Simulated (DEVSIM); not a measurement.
Structure: In0.52Al0.48As/In0.53Ga0.47As p-n heterojunction, at 400 K.

```csv
layer (left to right),material,thickness (μm),Nd (cm⁻³),Na (cm⁻³),τn (s),τp (s)
1,In0.52Al0.48As,0.620,-,1.7e16,4e-10,4e-10
2,In0.53Ga0.47As,2.50,1.3e16,-,4e-10,4e-10
```

Left contact: ohmic. Right contact: ohmic. Voltage is applied to the left contact. Recombination: SRH at mid-gap. Mobility is constant in doping.

This is a model device: material constants are rounded textbook-type values typed into the input, and sizes, dopings and lifetimes were drawn at random. Values at 300 K; Nc and Nv go as T^1.5, mobilities as T to minus their exponent, the gap by Varshni's rule with the affinity fixed.

```tsv
parameter	In0.52Al0.48As	In0.53Ga0.47As
gap (eV)	1.45	0.74
affinity (eV)	4	4.51
permittivity	12.5	13.9
Nc (cm⁻³)	5.1e17	2.1e17
Nv (cm⁻³)	1.1e19	7.7e18
μn (cm²/Vs)	4000	12000
μp (cm²/Vs)	75	300
T exponent of μn	1.5	1.6
T exponent of μp	1.5	1.6
Varshni α (eV/K)	0.00042	0.00035
Varshni β (K)	180	190
```

Model (solved in DEVSIM): 1D drift-diffusion, Boltzmann statistics, complete ionisation; no tunnelling, impact ionisation, image-force lowering or self-heating. Band offsets follow the typed affinities; no thermionic-emission limit at abrupt steps, no polarisation charge.

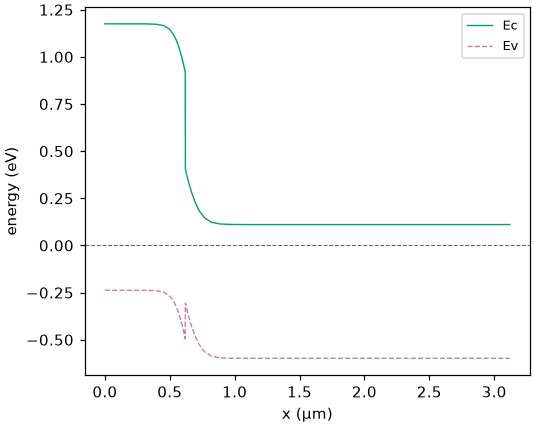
Figure: Band edges at zero bias

Energies count from the Fermi level of the right contact; mesh points crowd at the junctions.

```
x (μm)    Ec (eV)  Ev (eV)  n (cm⁻³)  p (cm⁻³)  field (V/cm)
--------  -------  -------  --------  --------  ------------
0.000       1.175   -0.238      1200    1.7e16           ≈ 0
0.006464    1.175   -0.238      1200    1.7e16           ≈ 0
0.02149     1.175   -0.238      1200    1.7e16           ≈ 0
0.05643     1.175   -0.238      1200    1.7e16           ≈ 0
0.1840      1.175   -0.238      1200    1.7e16           ≈ 0
0.3966      1.173   -0.240      1300    1.6e16          -570
0.5267      1.121   -0.292      5900    3.5e15        -11000
0.5930      0.996   -0.417    220000    9.5e13        -27000
0.6112      0.944   -0.469   1000000    2.1e13        -31000
0.6190      0.918   -0.494   2100000    1.0e13        -33000
0.6244      0.392   -0.317    3.7e12    1.2e15        -29000
0.6429      0.341   -0.368    1.6e13    2.7e14        -26000
0.6802      0.257   -0.452    1.9e14    2.4e13        -19000
0.7679      0.146   -0.563    4.7e15    9.4e11         -6700
1.092       0.111   -0.599    1.3e16    3.4e11           ≈ 0
1.736       0.111   -0.599    1.3e16    3.4e11           ≈ 0
2.521       0.111   -0.599    1.3e16    3.4e11           ≈ 0
2.868       0.111   -0.599    1.3e16    3.4e11           ≈ 0
3.042       0.111   -0.599    1.3e16    3.4e11           ≈ 0
3.090       0.111   -0.599    1.3e16    3.4e11           ≈ 0
3.110       0.111   -0.599    1.3e16    3.4e11           ≈ 0
3.120       0.111   -0.599    1.3e16    3.4e11           ≈ 0
```
